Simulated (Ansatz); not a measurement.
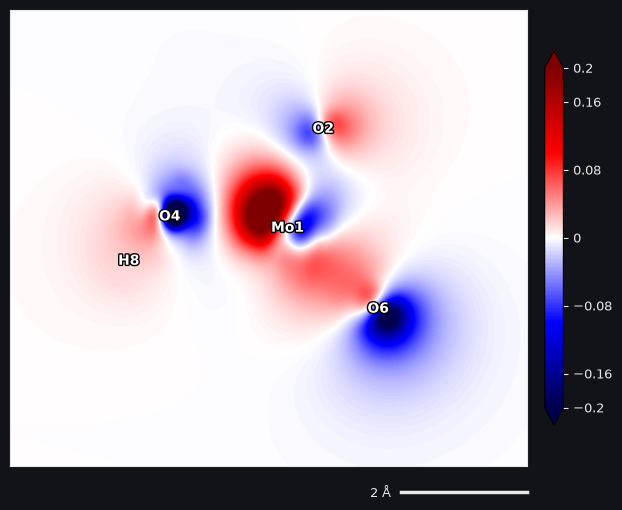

H₄MoO₅ (SMILES [O]=[Mo]([OH])([OH])([OH])[OH]). The LUMO on the plane of atoms O2, Mo1 and O4 (values in Å⁻³ᐟ²; the overall sign is arbitrary).

Geometry: PBE0-D4/def2-SVP; core potentials replace the inner electrons of Mo.

These are results of isolated molecule in a Gaussian basis; Kohn-Sham density functional theory, functional PBE0 (Ansatz 0.2.0), not measurements.

```tsv
atom	x (Å)	y (Å)	z (Å)
Mo	-0.0408	-0.1554	0.2911
O	-0.1022	0.0757	1.9316
O	1.5987	-0.9912	-0.0432
O	-1.0870	-1.6761	0.0021
O	-1.4674	0.9628	-0.3529
O	0.9027	1.2581	-0.6000
H	2.2526	-0.6039	-0.6392
H	-1.4019	-2.0040	-0.8486
H	-2.2964	0.8246	0.1263
H	0.3028	1.9902	-0.7995
```

**What is the character of this orbital?**

By Hirshfeld shares it lies mainly on Mo1 (about 65 %), O4 (about 10 %) and O3 (about 10 %). Its energy is −3.45 eV.
